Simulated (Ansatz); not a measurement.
```xyz
6

B     0.3339    0.2899   -0.1655
B    -0.1106   -0.8294    0.9548
Br    1.1672    1.8278    0.6241
H    -1.1818   -0.7878    1.4898
H     0.2266    0.3023   -1.3524
H     0.6438   -1.6875    1.3151
```

Geometry: PBE0-D4/def2-TZVP.

These are results of Ansatz, RKS PBE0-D4/def2-TZVPP, not measurements.

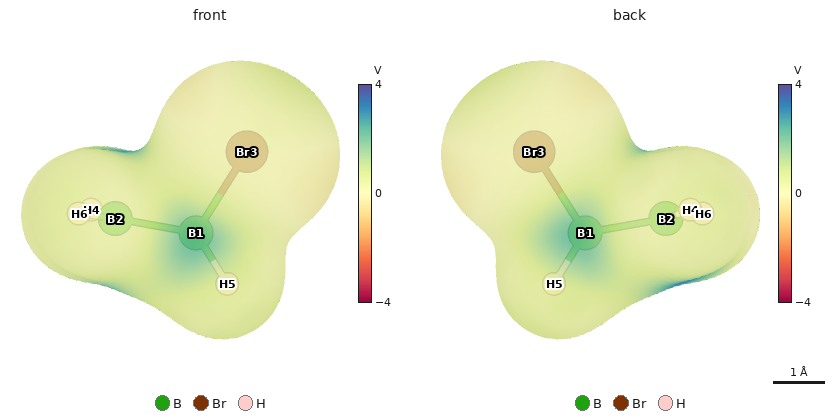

B2BrH3. The molecular electrostatic potential painted on the density surface at 0.004 e/bohr³, seen from the front and from behind; the colour scale runs from red (negative) to blue (positive).

Where is the surface potential most negative and most positive?

Answer. The most negative region (about −0.2 V) lies over Br3, the most positive (about +3.0 V) over B2. Br3 shows a σ-hole: about +0.9 V at the tip opposite its bond, against about −0.1 V on its flanks.
